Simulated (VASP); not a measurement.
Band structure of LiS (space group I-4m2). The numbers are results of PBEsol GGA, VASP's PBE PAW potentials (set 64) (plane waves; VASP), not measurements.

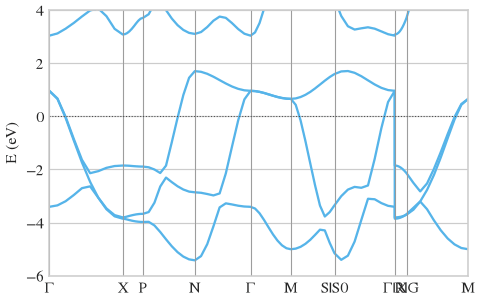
*Bands along high-symmetry lines, zero at the valence-band maximum or, without a gap, the Fermi level*

Problem. Read the plot: is there a gap, and where are the band edges?

Solution. It has no gap at this level: it comes out as a metal or semimetal. (Edges off the drawn lines would not show.)

The structure comes from a computed database's LiS entry (I-4m2); how it stands against other phases isn't given here. It was relaxed first, which changed the volume by -5 %. The electron count is odd and the run is not spin-polarised, which forces a metal.
